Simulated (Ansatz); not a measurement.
BH24Si16 (Si17H24 off sphere) (doublet)

```xyz
41

Si   -1.8531   -2.5887    2.6846
Si    1.2473   -2.8521   -0.1160
Si   -1.6520    2.3401   -2.4827
Si    1.0892   -0.2146   -2.6177
B    -1.3399   -0.1922    0.0400
Si    1.1257   -0.1801    2.6811
Si    1.0980    2.4891    0.0718
Si    3.8782   -0.1317    0.0432
Si   -2.8445   -1.1677    1.0504
Si   -2.7808    0.8617   -0.9853
Si   -0.3282   -1.4314   -1.1601
Si   -0.2959   -1.4668    4.0419
Si    2.5212   -1.5353    1.3619
Si   -0.2998    1.1186   -3.9650
Si   -0.3102    3.8271   -1.2533
Si    2.4710    1.1793   -1.3181
Si   -0.3272    1.0225    1.2568
H    -3.0129   -3.0970    3.5108
H    -1.2173   -3.7638    1.9917
H     2.1695   -3.4157   -1.1704
H     0.6068   -4.0121    0.6021
H    -2.7684    3.0665   -3.2031
H     1.9380   -1.1463   -3.4507
H     1.9616    0.7609    3.5163
H     1.9367    3.3107    1.0220
H     4.8004   -0.9656   -0.8122
H     4.7203    0.7630    0.9190
H    -3.7032   -2.0388    0.1651
H    -3.7720   -0.2435    1.8020
H    -3.7044   -0.0049   -1.8088
H    -3.6496    1.7276   -0.1051
H    -1.2282   -2.2809   -2.0325
H     0.4644   -2.4785    4.8659
H    -1.0541   -0.5597    4.9771
H     3.3786   -2.4049    2.2530
H    -1.1530    0.2703   -4.8733
H     0.4996    2.0818   -4.8090
H     0.4860    4.6803   -2.2117
H    -1.1671    4.7266   -0.3995
H     3.2916    2.0749   -2.2183
H    -1.2222    1.8713    2.1361
```

Geometry: PBE-D4/def2-SVP.

Level of theory: UKS PBE0-D4/def2-TZVP in Ansatz 0.2.0.

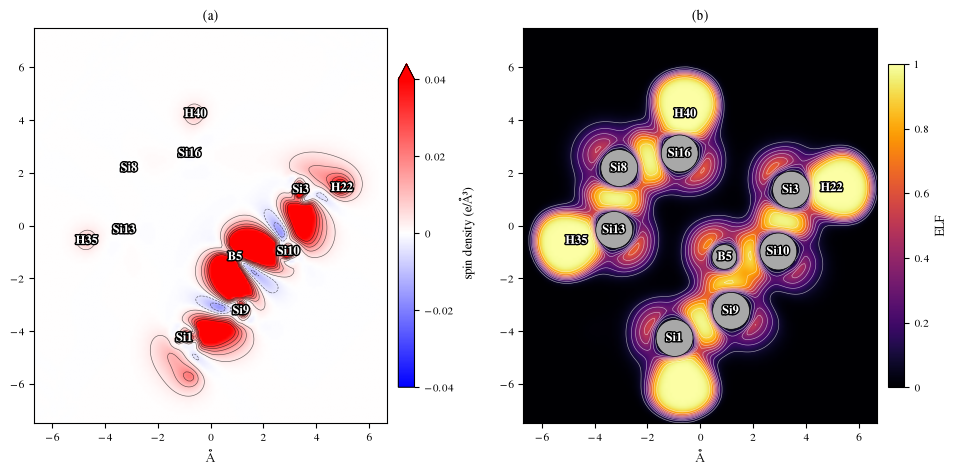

Figure 1. (a) spin density (α minus β); (b) ELF on the plane of atoms Si9, B5 and Si10. Grey discs cover the atomic cores in the ELF map.

Describe what can be read from this map.

Answer. The plane passes through Si, B and H nuclei. Si–Si (2.36 Å): the ELF peaks at about 1 between the atoms, as expected for localised, covalent bonding. Si–H (1.51 Å): the ELF climbs to about 1 towards the hydrogen, as it does in any bond to H. Si–B (2.06 Å): the ELF peaks at about 0.90 between the atoms, as expected for localised, covalent bonding. The unpaired spin (1 electron) lies mostly on B5 (about 0.2), Si10 (about 0.2), Si9 (about 0.1), Si3 (about 0.1) and Si1 (about 0.1), in electrons by Hirshfeld's partition.

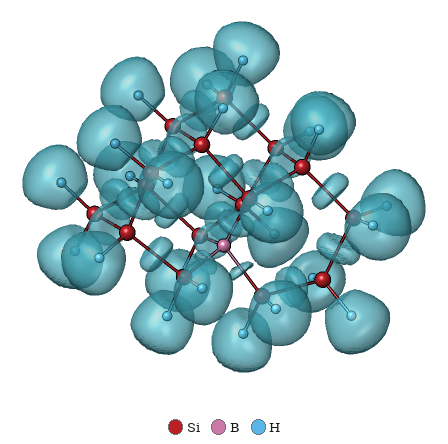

Figure 2. Isosurface of the electron localisation function at 0.85 (cyan), seen at a tilt. Core shells and regions of very low density are left out.

Where are the electrons localised?

Answer. At this value the surface marks out four regions between bonded B–Si atoms (shared pairs), 18 regions between bonded Si–Si atoms (shared pairs) and 24 regions around hydrogen nuclei. Along the contacts the grid gives the following. Si–B (2.00 Å): the ELF peaks at about 0.95 between the atoms: a covalent bond. Si–Si (2.35 Å): the ELF peaks at about 1 between the atoms; a covalent bond.

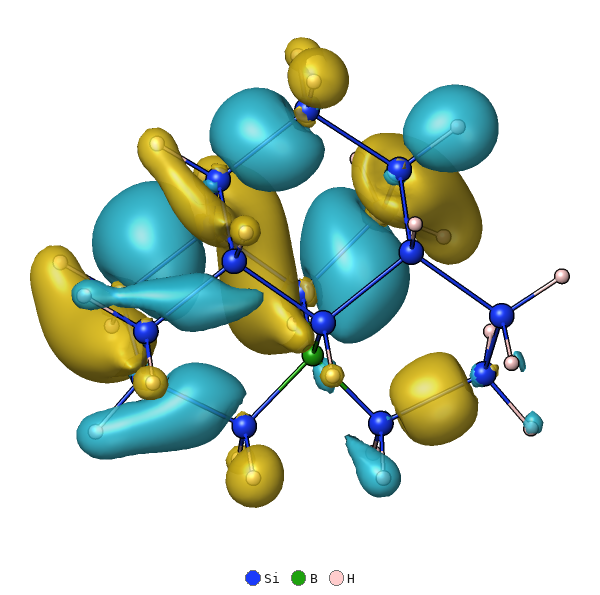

Figure 3. The HOMO−1 (β) at ±0.05 Å⁻³ᐟ² (yellow and cyan are the two phases), seen across its widest extent.

Describe this orbital and give its energy.

Answer. Its weight (Hirshfeld) is mainly on Si11 (about 15 %), Si4 (about 15 %), Si14 (about 15 %) and Si2 (about 15 %). Its energy is −7.28 eV.
